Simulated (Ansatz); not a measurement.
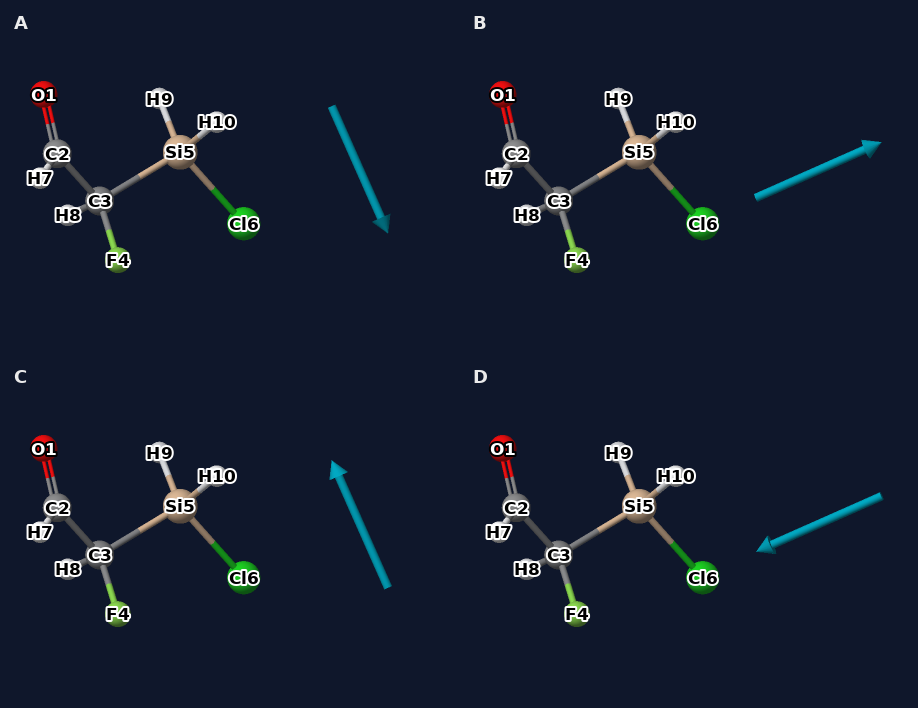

The same molecule four times, each with an arrow. The geometry was computed by an optimisation with PBE-D4/def2-SVP. No frequency run is at hand to confirm it as a minimum. Method: RKS PBE-D4/def2-SVP (Ansatz 0.2.0).

Which arrow points along the dipole moment, from the negative to the positive end?

D. The dipole moment is 0.51 D; it points from the side of H10 to the side of H8 (the outermost atoms at the two ends).
